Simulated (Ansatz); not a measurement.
# ClH4OSi2 (charge +1): what the fields show

The calculation's input:

```
crystal:
  periodic: [false, false, false]
  atoms:
    - { symbol: O, position_ang: [-0.55155, 1.52047, -1.22476] }
    - { symbol: Si, position_ang: [-0.74195, 0.01949, -0.75027] }
    - { symbol: Si, position_ang: [0.68414, -0.69176, 0.99076] }
    - { symbol: Cl, position_ang: [-2.16564, -0.75178, -1.83511] }
    - { symbol: H, position_ang: [-0.01797, 2.29129, -1.03178] }
    - { symbol: H, position_ang: [0.40438, 0.21784, 2.10811] }
    - { symbol: H, position_ang: [2.04281, -0.52312, 0.46239] }
    - { symbol: H, position_ang: [0.34577, -2.08243, 1.28065] }
total_charge: 1
basis:
  gaussian: { orbitals: def2-SVP }
hamiltonian:
  xc: b3lyp
relax:
  f_tol: 0.015
  max_steps: 40
output:
  orbitals: {}
```

Command:

```sh
ansatz run input.yaml --threads 1 --pin off --max-ram 2048MiB --backend cpu --events-out ev --progress --plain --runs-dir out
```

The fields are those of the relaxed geometry.

Method: RKS B3LYP/def2-SVP in Ansatz 0.2.0.

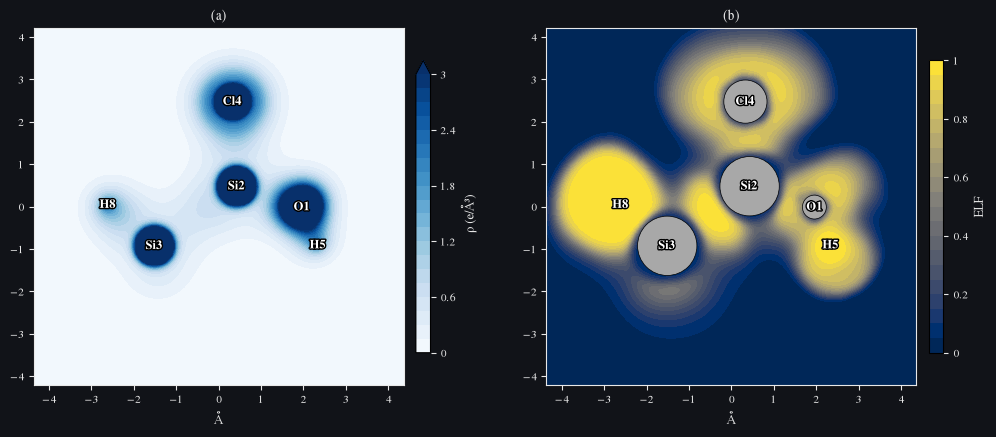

Figure 1. (a) total electron density; (b) ELF on the plane of atoms O1, Si2 and Cl4. Grey discs cover the atomic cores in the ELF map.

Q: Read the bonding off the picture.

A:
- Atoms in the plane: O, Si, Cl and H.
- Si–O (1.60 Å): ρ at the midpoint is about 1.2 e/Å³; the ELF peaks at about 0.85 between the atoms (a polar covalent bond).
- Si–Cl (2.00 Å): ρ is about 0.97 e/Å³ halfway; the ELF peaks at about 0.85 between the atoms; a polar covalent bond.
- Si–Si (2.40 Å): the density is about 0.58 e/Å³ at the midpoint, with its minimum of 0.51 e/Å³ about 1.6 Å from Si; the ELF peaks at about 1 between the atoms, as expected for localised, covalent bonding.
- O–H (0.97 Å): the density is about 3.6 e/Å³ at the midpoint; the ELF climbs to about 1 towards the hydrogen, as it does in any bond to H (an ordinary covalent bond to hydrogen).
- Si–H (1.48 Å): the density is about 0.8 e/Å³ at the midpoint; the ELF climbs to about 1 towards the hydrogen.
- The ELF also peaks beside O1 and Cl4, away from the bonds: lone-pair regions.

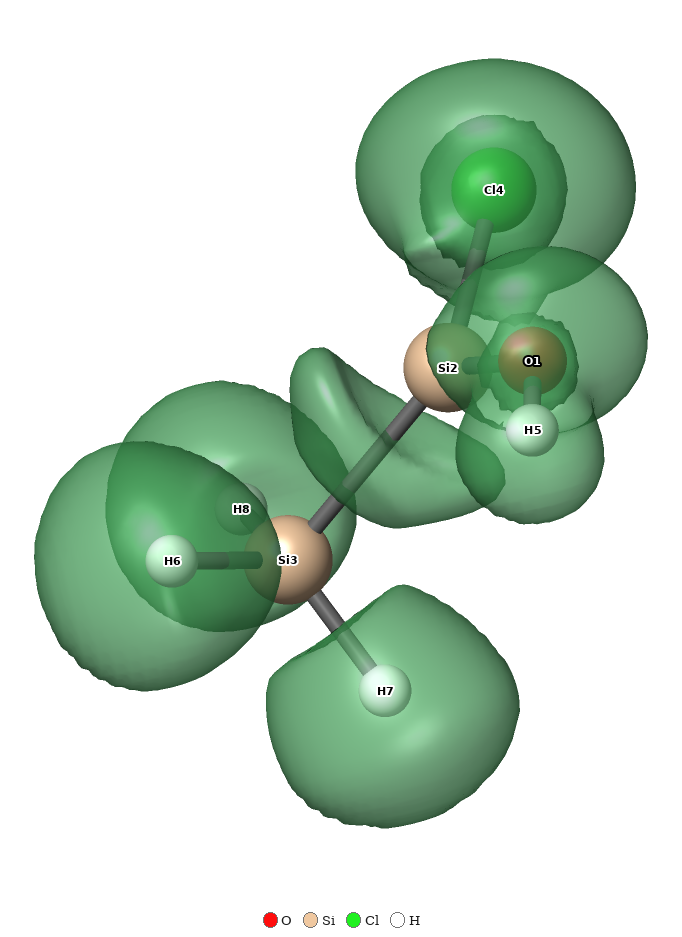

Figure 2. Isosurface of the ELF at 0.75 (green), seen at an oblique angle. Only the valence region is drawn (cores and ρ < 0.01 e/Å³ removed).

Q: Describe the localisation domains.

A: The surface consists of one region between bonded Si–Si atoms (shared pairs), three regions around hydrogen nuclei, one region on Cl in which the atom's valence shell and bonds are merged and one joined region spread over several atoms (H, O), in which their bonds and any lone pairs are merged.

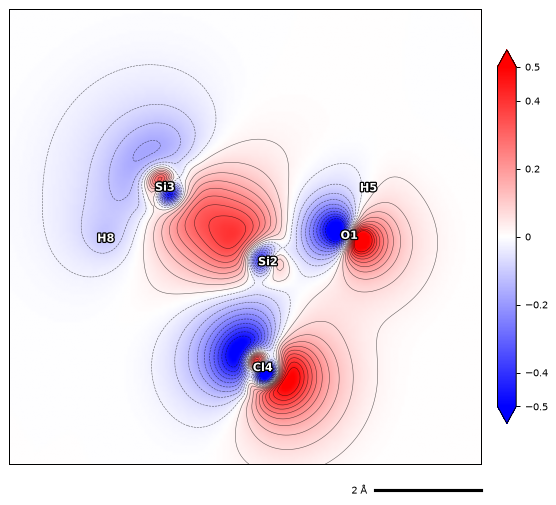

Figure 3. The HOMO on the plane of atoms O1, Si2 and Si3 (values in Å⁻³ᐟ²; the overall sign is arbitrary).

Q: Describe this orbital and give its energy.

A: By Hirshfeld shares it lies mainly on Cl4 (about 40 %), Si2 (about 20 %), Si3 (about 20 %) and O1 (about 10 %). Its energy is −14.13 eV.
